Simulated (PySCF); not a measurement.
# BClH₂, SMILES `ClB`: electronic structure

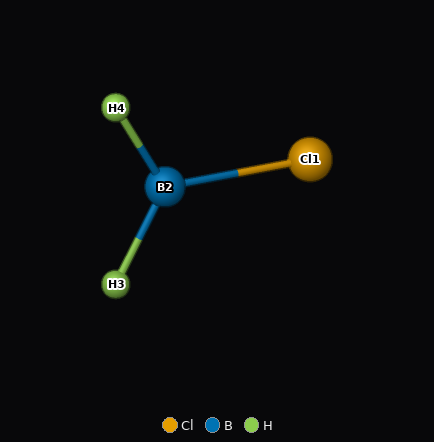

The molecule, with its atoms numbered as below. No frequency check shows the geometry to be a minimum.

Geometry (Å), atoms numbered from 1:

```
Cl1     -0.5355    0.0000    0.0000
B2       1.1381    0.0000    0.0000
H3       1.7066    1.0249    0.0000
H4       1.7066   -1.0249    0.0000
```

## 1. Bonding charge

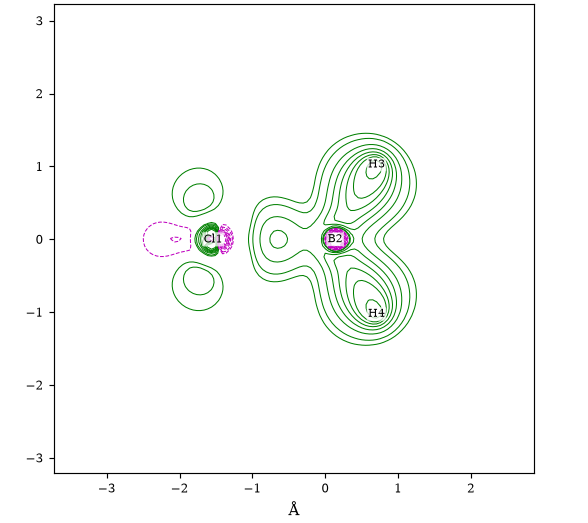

Deformation density (molecule less spherical, spin-averaged free atoms) in the molecular plane; contours at ±0.05 to ±0.8 e/Å³; solid green lines: gain, dashed magenta lines: loss.

Method: PBE/def2-TZVP; geometry: GFN2-xTB; program: PySCF.

> Describe the bonding that the map shows.

B2–H3 and B2–H4: +0.53 e/Å³ at the bond critical point (bond length 1.17 Å, Mayer order 1.0). Cl1–B2: +0.24 e/Å³ at the bond critical point (bond length 1.67 Å, Mayer order 1.4). In all, 0.9 electrons gather in the regions of gain relative to the promolecule.

> Where do the Hirshfeld charges lie?

The highest Hirshfeld charge is on B2 (+0.12 e), the lowest on H3 and H4 (−0.05 e).

## 2. Bond critical points

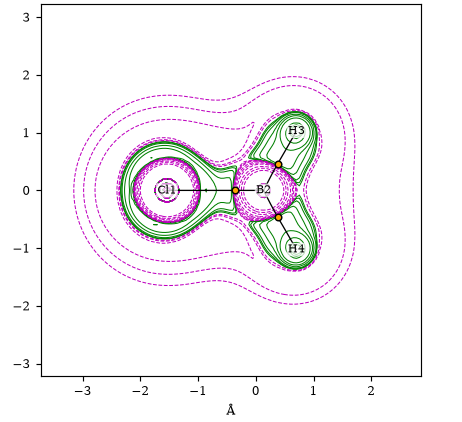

Negative Laplacian of the density (−∇²ρ) in the molecular plane (solid green lines positive, dashed magenta lines negative, contours at ±0.02 to ±8 a.u.), with bond paths and bond critical points (dots).

> At which bond critical points in this plane is charge locally concentrated, and at which depleted?

Concentrated (∇²ρ < 0): B2–H3 and B2–H4 (−0.45 a.u.). Depleted (∇²ρ > 0): Cl1–B2 (+0.15 a.u., H = −0.166). A positive Laplacian with clearly negative H marks a strongly polar covalent bond, whose critical point lies close to the core of the less electronegative atom.

> Where along Cl1–B2 does the critical point lie?

1.17 Å from Cl1 and 0.50 Å from B2.

## 3. Electrostatic potential

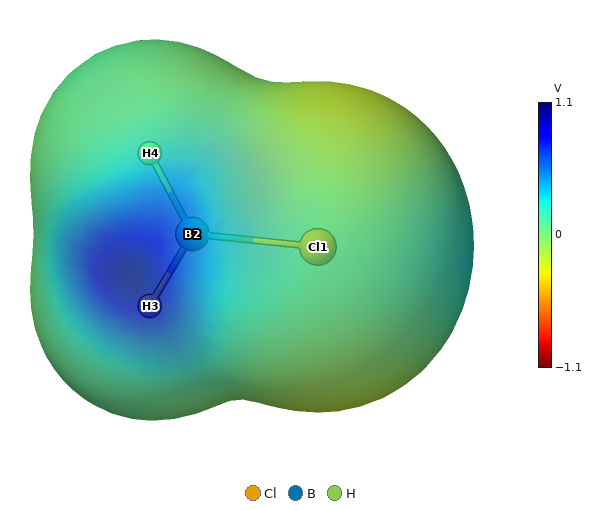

Electrostatic potential on the surface of electron density 0.001 a.u.

> Where are the extremes of the potential on the surface?

Highest: 1.00 V, off the molecular plane, over B2 (1.8 Å), and at like points elsewhere. Further maxima include 0.30 V, 2.0 Å from Cl1; 0.09 V, 1.4 Å from H4, and at like points elsewhere. Lowest: −0.25 V, 2.1 Å from Cl1, and at like points elsewhere. Further minima include −0.05 V, 1.6 Å from H3. The surface is sampled at points, so like sites can differ by a few per cent and only the strongest of them is named.

> Does Cl1 carry a σ-hole?

Yes: a local maximum of +0.30 V lies on the extension of the B2–Cl1 bond.

> What volume does the surface enclose, and what is the dipole moment?

About 63 Å³; the dipole moment is 0.1 D.

## 4. In an electric field

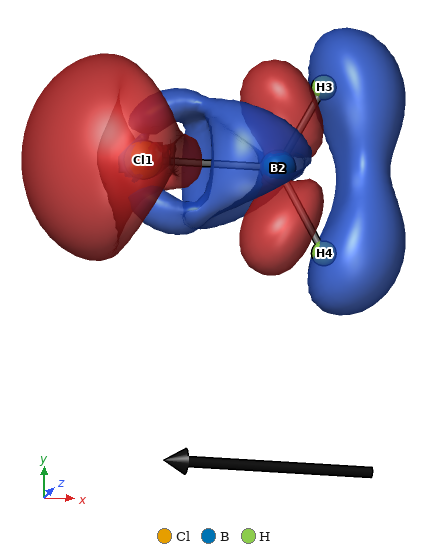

Change of the electron density in a uniform field of 0.21 V/Å along −x (arrow), surfaces at ±0.0015 e/Å³ (blue: gain, red: loss).

PySCF calculation, PBE/def2-TZVP, gas phase; geometry: GFN2-xTB. A basis without diffuse functions makes polarisabilities too small.

The field was applied in both directions; the picture shows the one opposite to the script's first.

> What dipole is induced, and what polarisability does it imply?

The induced dipole is 0.36 D (along the field); α along this axis, from the fields in both directions, is 35 bohr³ (5.2 Å³).

## 5. Removing or adding an electron

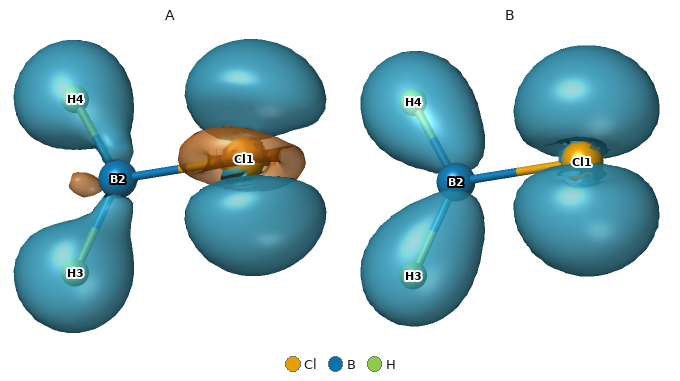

The Fukui function f⁻ from two separate SCF calculations and the density of the HOMO, at ±0.04 e/Å³ (light blue positive, orange negative).

> Which panel is which, and how good is the frozen-orbital picture?

A is f⁻ (it has negative regions), B the HOMO density. The HOMO lies on Cl1 (57 %), B2 (18 %) and H3 and H4 (13 % each); f⁻ (Hirshfeld-condensed) is largest on Cl1 (0.48); the vertical ionisation energy is 10.97 eV. Relaxation shifts 9 % of the electron between atoms. The orbital energy is −7.18 eV.
